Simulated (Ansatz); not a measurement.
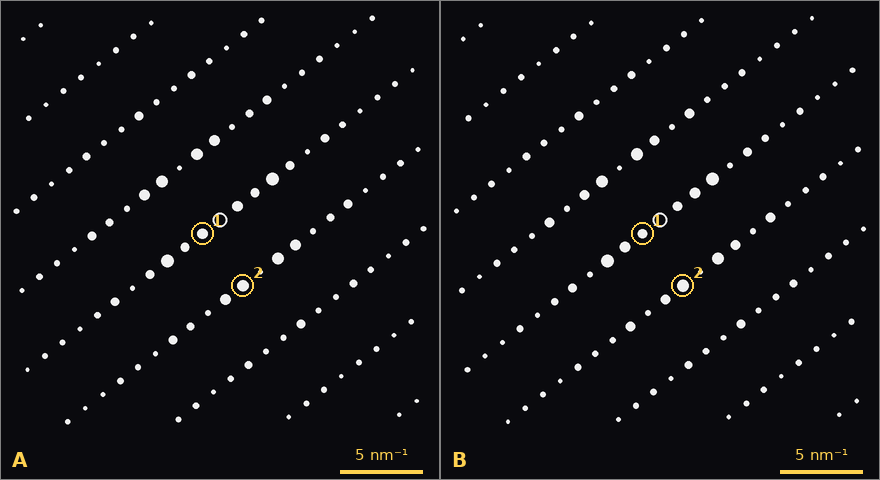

Kinematic electron diffraction patterns (120 kV, B = 0.5 Å², same scale) along [110] of the run's own cell, for the start and the end of one relaxation of AsHS with Ansatz, DFT, PAW plane waves, r2scan. k mesh 9×9×4. The start is a generated model structure, and the relaxation ends in the nearest stationary point of its symmetry, not necessarily the ground state. Spot 1 is 0 0 -1 and spot 2 is -1 1 -1 in both.

Start structure:

```
CELL_PARAMETERS angstrom
3.49486 0.00000 0.00000
0.00000 3.49486 0.00000
0.00000 0.00000 7.34879
ATOMIC_POSITIONS crystal
As 0.00000 0.00000 0.00000
As 0.50000 0.50000 0.00000
S 0.50000 0.00000 0.63150
S 0.00000 0.50000 0.36850
H 0.50000 0.00000 0.26960
H 0.00000 0.50000 0.73040
```

Which pattern belongs to the start structure, and which to the relaxed one?

B is the start: its cell gives d(1) = 7.349 Å, d(2) = 2.342 Å and an angle of 71.4°. The spot positions hardly differ, so the intensities decide: those computed from the start structure match B, and A is the relaxed structure.

Name reflections whose intensity changes strongly on relaxation.

0 0 5 goes from 23 to 1.7 % of the strongest spot; 0 0 4 goes from 3.2 to 22 % of the strongest spot; 0 0 8 goes from 8.6 to 0.96 % of the strongest spot.

What did the relaxation do to the structure and the energy?

The cell was held fixed; with the mean shift removed, the atoms moved by up to 1.67 Å relative to the cell (H most); the space group stayed P4/nmm (No. 129); the free energy fell by 800 meV an atom.
